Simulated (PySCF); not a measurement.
**BiCl₃: a search over shapes**

Aim: find the stationary points of BiCl₃ from trigonal pyramidal, trigonal planar and T-shaped starts in the singlet state, tell minima from saddle points, and describe the lowest.

Computed with PySCF 2.14.0. Level: PBE0, basis Bi def2-SVP with ECP60, Cl def2-SVP, scalar-relativistic core potentials, no spin–orbit coupling, density fitting.

### 1 The starting structure

4 atoms, charge 0, spin multiplicity 1.

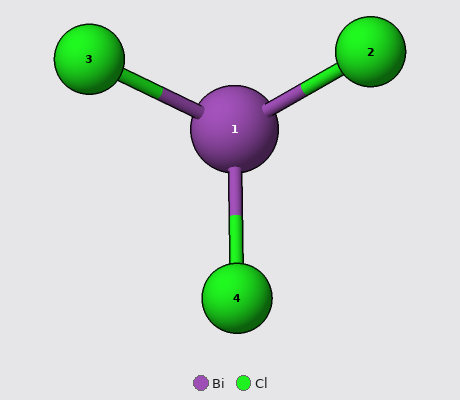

As it starts; bismuth purple, chlorine green; atoms are numbered from 1 in the order of the file.

```xyz
4
charge 0 multiplicity 1
Bi    0.0000    0.0000   -0.3923
Cl    2.2074    0.0000    0.7814
Cl   -1.1037    1.9116    0.7814
Cl   -1.1037   -1.9116    0.7814
```

### 2 Relaxing the singlet from the trigonal pyramidal start

One driver script runs all steps and calls PySCF; scf.py shows how it sets up the SCF of each step. The optimiser is the driver's own. Before each start the driver seeks the lowest SCF state from one or more starting densities and follows internal instabilities, so scf.py alone need not reach the same state.

The program finds C3v symmetry in the start, which this walk keeps. Threshold on the gradient: 0.0003 Eh/bohr, with a further test on the energy change.

The input, scf.py:

```python
from pyscf import gto, scf, dft
mol = gto.M(atom='''
Bi    -0.000000    -0.000000    -0.392271
Cl     2.207363     0.000032     0.781429
Cl    -1.103709     1.911616     0.781429
Cl    -1.103653    -1.911648     0.781429''',
    basis={'Bi': 'def2-SVP', 'Cl': 'def2-SVP'},
    ecp={'Bi': 'def2-SVP'},
    charge=0, spin=0)
mf = dft.RKS(mol, xc='PBE0')
mf.grids.atom_grid = (50, 194)
aux = {'Bi': 'def2-universal-JKFIT', 'Cl': 'def2-universal-JKFIT'}
mf = mf.density_fit(auxbasis=aux)
mf.kernel()
```

The runs that follow: Is it a minimum? Harmonic modes; Trigonal planar start, singlet: relaxation; Hessian and properties; Following the imaginary mode; Relaxing the singlet from the T-shaped start; Is it a minimum? Harmonic modes; Leaving the saddle point.

Before running it: what results should come out? Wanted: lowest minimum; geometry; wavenumbers; dipole moment; highest occupied, lowest empty level; polar-tensor charge of Bi1; zero-point energy; atomisation energy.

The runs gave:

```
                                 quantity                                    value
                           lowest minimum                             singlet, C3v
                                 geometry  Bi–Cl 2.458 Å (×3); Cl–Bi–Cl 99.1° (×3)
                       wavenumbers (cm⁻¹)     100 (e), 115 (a1), 339 (e), 354 (a1)
                            dipole moment                                   4.11 D
     highest occupied, lowest empty level                          -8.60, -2.33 eV
               polar-tensor charge of Bi1                                  +1.60 e
                        zero-point energy                               8.1 kJ/mol
                      entropy at 298.15 K                          351.4 J/(mol K)
atomisation energy (no zero-point energy)                               891 kJ/mol
```

What this shows: The lowest minimum found is the singlet of C3v symmetry. The strongest infrared band lies at 339 cm⁻¹ (e, stretch). A search over typed starts can miss a lower isomer. Spin–orbit coupling, left out here, can matter for elements this heavy.
